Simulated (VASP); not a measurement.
Band structure of BaPrO3 (space group Pm-3m). All values below come from PBEsol GGA, VASP's PBE PAW potentials (set 64) (plane waves; VASP).

The 4f electrons are frozen in the core of the lanthanide potential, so 4f levels, which can set the real gap, and their magnetism are missing.  Unless said otherwise, spin-orbit coupling is left out, though it shifts the bands of the heavy elements here.

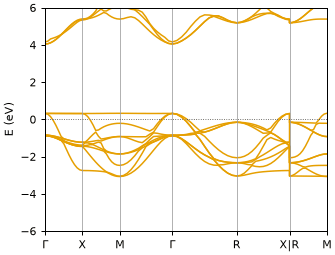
Figure. Bands along high-symmetry lines, zero at the valence-band maximum or, without a gap, the Fermi level

**Question.** Read the plot: is there a gap, and where are the band edges?

**Answer.** It has no gap at this level: it comes out as a metal or semimetal. (Edges off the drawn lines would not show.)

The structure comes from a computed database's BaPrO3 entry (Pm-3m); how it stands against other phases isn't given here. It was relaxed first, which changed the volume by -5 %. The electron count is odd and the run is not spin-polarised, which forces a metal.
